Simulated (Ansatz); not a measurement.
Start from PbTe in the rock salt structure (space group Fm-3m, No. 225; a = 6.380 Å).

Now apply this change: an isotropic linear strain of +1.00 %; the atoms relax in the strained cell.

Computed with DFT with LDA, PAW potentials and a 420 eV plane-wave cutoff in Ansatz (a program for electronic structure), no spin-orbit coupling.

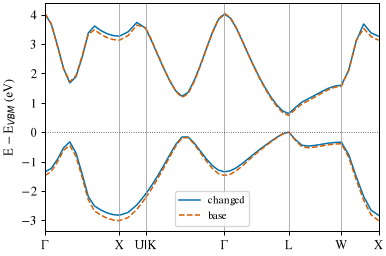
Highest valence and lowest conduction band along the path, each from its own valence-band maximum

The gap is 0.63 eV, direct at L; the base has 0.57 eV.

With Pb and Te present, leaving out spin-orbit coupling can change the band edges. No phonon test of stability was made.
